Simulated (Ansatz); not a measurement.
# CH3BF2S (methylthiodifluoroborane) at 6 levels

Aim: a comparison of 6 runs (B3LYP/def2-SVP, BLYP/def2-SVP, CAM-B3LYP/def2-SVP, RPA@PBE/def2-SVP, RPA@PBE0/def2-SVP, CCSD(T)/def2-SVP) of CH3BF2S (methylthiodifluoroborane). 

The calculation is run with Ansatz 0.2.0.

112 further runs of the same task are left out: 112 set aside as unsound or not needed. Runs told in other sessions of the task aren't counted.

**1. The system as given**

The species is CH3BF2S (8 atoms), meant as a singlet with charge 0. As SMILES, `CSB(F)F`. The B3–F4 distance was set to 2.905 Å, away from the relaxed value. At this shape a bond of the SMILES string is far longer than usual.

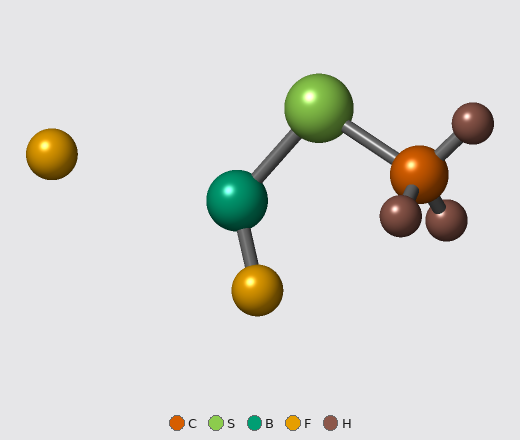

The structure, seen from a chosen angle (carbon orange, sulfur green, boron teal, fluorine amber, hydrogen brown).

**2. The energy at B3LYP/def2-SVP (run 1)**

Contents of input.yaml:

```yaml
crystal:
  periodic: [false, false, false]
  atoms:
    - symbol: C
      position_ang: [-2.082164, 0.696711, 1.670954]
    - symbol: S
      position_ang: [-0.559564, -0.219789, 1.318954]
    - symbol: B
      position_ang: [-0.210764, 0.314511, -0.354446]
    - symbol: F
      position_ang: [2.133800, -0.711800, -1.727700]
    - symbol: F
      position_ang: [-0.983464, 1.169411, -1.004146]
    - symbol: H
      position_ang: [-1.916364, 1.768811, 1.589354]
    - symbol: H
      position_ang: [-2.359564, 0.452511, 2.695154]
    - symbol: H
      position_ang: [-2.881864, 0.391211, 0.999554]
basis:
  gaussian:
    orbitals: def2-SVP
hamiltonian:
  xc: {name: B3LYP}
accuracy: high
output: {orbitals: {seedname: orbitals}}
```

The run is started by

```console
ansatz run input.yaml --threads 1 --pin off --max-ram 2610MiB --events-out events.jsonl --progress --plain --runs-dir runs
```

Standard output:

```text
Warning: RAYON_NUM_THREADS=1 ignored (pool sized by the plan → 1); use --threads N
Functional definition: B3LYP
  name "B3LYP"
  parameter a0 = 0.2
  parameter ax = 0.72
  parameter ac = 0.81
  exchange = (1 - a0 - ax)*slater_x + ax*b88_x + a0*exact_x
  correlation = (1 - ac)*vwn_rpa_c + ac*lyp_c
1943 factors; integrals over basis functions are off by at most 5.9e-9 eV
mean field evaluation 1: about -18010.7434 eV, gradient 6.4e1 eV
mean field evaluation 2: about -17669.0097 eV, gradient 1.8e2 eV
mean field evaluation 4: about -18015.1325 eV, gradient 4.1e1 eV
mean field evaluation 8: about -18017.1380 eV, gradient 3.5e1 eV
mean field evaluation 16: about -18020.3473 eV, gradient 1.6e-3 eV
mean field -18020.34734819 eV, -662.2355504159 hartree, gradient 2.7e-8 eV, S^2 0.000000; 0 other end points of the search recorded, 0 dependent functions left out
reference -18020.34738597 eV, -662.2355518041 hartree; 24, 24 occupied and 65, 65 virtual orbitals, 1943 factors
Total energy: -18020.34738597 eV, -662.2355518041 hartree
```

Wall time 8.4 s (1 thread of Arm Neoverse V1, shared host); peak memory 0.28 GiB.

**3. A single-point energy at BLYP/def2-SVP (run 2)**

Contents of in.yaml:

```yaml
crystal:
  periodic: [false, false, false]
  atoms:
    - {symbol: C, position_ang: [-2.082164, 0.696711, 1.670954]}
    - {symbol: S, position_ang: [-0.559564, -0.219789, 1.318954]}
    - {symbol: B, position_ang: [-0.210764, 0.314511, -0.354446]}
    - {symbol: F, position_ang: [2.133800, -0.711800, -1.727700]}
    - {symbol: F, position_ang: [-0.983464, 1.169411, -1.004146]}
    - {symbol: H, position_ang: [-1.916364, 1.768811, 1.589354]}
    - {symbol: H, position_ang: [-2.359564, 0.452511, 2.695154]}
    - {symbol: H, position_ang: [-2.881864, 0.391211, 0.999554]}
basis:
  gaussian: {orbitals: def2-SVP}
hamiltonian: {xc: {name: BLYP}}
accuracy: high
output: {orbitals: {seedname: orbitals}}
```

The run is started by

```console
ansatz run in.yaml --threads 1 --pin off --max-ram 2610MiB --events-out events.jsonl --progress --plain --runs-dir runs
```

Standard output:

```text
Warning: RAYON_NUM_THREADS=1 ignored (pool sized by the plan → 1); use --threads N
Functional definition: BLYP
  name "BLYP"
  parameter beta = 0.0042
  parameter a = 0.04918
  parameter b = 0.132
  parameter c = 0.2533
  parameter d = 0.349
  exchange = b88_x(beta = beta)
  correlation = lyp_c(a = a, b = b, c = c, d = d)
1943 factors; integrals over basis functions are off by at most 5.9e-9 eV
mean field evaluation 1: about -18006.6760 eV, gradient 7.2e1 eV
mean field evaluation 2: about -17652.8800 eV, gradient 1.9e2 eV
mean field evaluation 4: about -18012.3160 eV, gradient 4.5e1 eV
mean field evaluation 8: about -18014.3609 eV, gradient 5.0e1 eV
mean field evaluation 16: about -18018.8103 eV, gradient 2.0e-8 eV
mean field -18018.81029678 eV, -662.1790648183 hartree, gradient 4.1e-8 eV, S^2 0.000000; 0 other end points of the search recorded, 0 dependent functions left out
reference -18018.81034857 eV, -662.1790667214 hartree; 24, 24 occupied and 65, 65 virtual orbitals, 1943 factors
Total energy: -18018.81034857 eV, -662.1790667214 hartree
```

Wall time 6.3 s (1 thread of Arm Neoverse V1, shared host); peak memory 0.22 GiB.

Runs 3 to 5 aren't shown in full; the table further down has their settings and results.

**4. The energy at CCSD(T)/def2-SVP (run 6)**

Contents of molecule.yaml:

```yaml
crystal:
  periodic: [false, false, false]
  atoms:
    - {symbol: C, position_ang: [-2.082164, 0.696711, 1.670954]}
    - {symbol: S, position_ang: [-0.559564, -0.219789, 1.318954]}
    - {symbol: B, position_ang: [-0.210764, 0.314511, -0.354446]}
    - {symbol: F, position_ang: [2.133800, -0.711800, -1.727700]}
    - {symbol: F, position_ang: [-0.983464, 1.169411, -1.004146]}
    - {symbol: H, position_ang: [-1.916364, 1.768811, 1.589354]}
    - {symbol: H, position_ang: [-2.359564, 0.452511, 2.695154]}
    - {symbol: H, position_ang: [-2.881864, 0.391211, 0.999554]}
basis:
  gaussian: {orbitals: def2-SVP}
correlation: {method: ccsd_t, frozen_orbitals: {B: 1, C: 1, F: 1, H: 0, S: 5}}
accuracy: high
scf: {omitted_lower_state_checks: [cluster_reference, increment]}
```

The run is started by

```console
ansatz run molecule.yaml --threads 1 --pin off --max-ram 2610MiB --events-out events.jsonl --progress --plain --runs-dir runs
```

Standard output:

```text
Warning: RAYON_NUM_THREADS=1 ignored (pool sized by the plan → 1); use --threads N
[... 12 lines left out ...]
9 core orbitals not correlated: weight in the atoms' cores, before any rotation towards them, 1.000 or more for the frozen orbitals, at most 0.000 for the correlated occupied ones
[... 38 lines left out ...]
Total energy: -17988.59038475 eV, -661.0685035350 hartree
Checks for a lower state left out: cluster_reference, increment
```

Wall time 36 s (1 thread of Arm Neoverse V1, shared host); peak memory 0.54 GiB.

**5. The series**

| run | level | frozen core orbitals | energy (Eh) | wall time |
| --- | --- | --- | --- | --- |
| 1 | B3LYP/def2-SVP | – | -662.235552 | 8.4 s |
| 2 | BLYP/def2-SVP | – | -662.179067 | 6.3 s |
| 3 | CAM-B3LYP/def2-SVP | – | -662.121209 | 8.7 s |
| 4 | RPA@PBE/def2-SVP | 9 | -661.384507 | 16 s |
| 5 | RPA@PBE0/def2-SVP | 9 | -661.282147 | 17 s |
| 6 | CCSD(T)/def2-SVP | 9 | -661.068504 | 36 s |

**6. Summary of results**

| quantity | value |
| --- | --- |
| run 6: total energy | -661.06850 Eh |
| run 6: correlation energy (9 core orbitals frozen) | -833.9 mEh |
| run 6: (T) correction | -42.45 mEh |
| run 6: T1 diagnostic | 0.055 |

Over runs 1, 2, 3 the HOMO–LUMO gap runs from 0.50 eV (BLYP/def2-SVP) to 5.51 eV (CAM-B3LYP/def2-SVP). Totals of different functionals can't be ranked against each other. In run 6 the T1 diagnostic is large, so a single reference may not serve. In runs 4, 5, 6 the log says that unrestricted orbitals would lower the reference, so the values rest on an unstable closed-shell determinant (other closed-shell runs at this shape may share the fault). In all runs a closed-shell determinant meets a far-stretched bond; if it breaks into open shells, such a determinant describes it badly, and no broken-symmetry solution was shown. All runs together took 92 s, the longest 36 s.
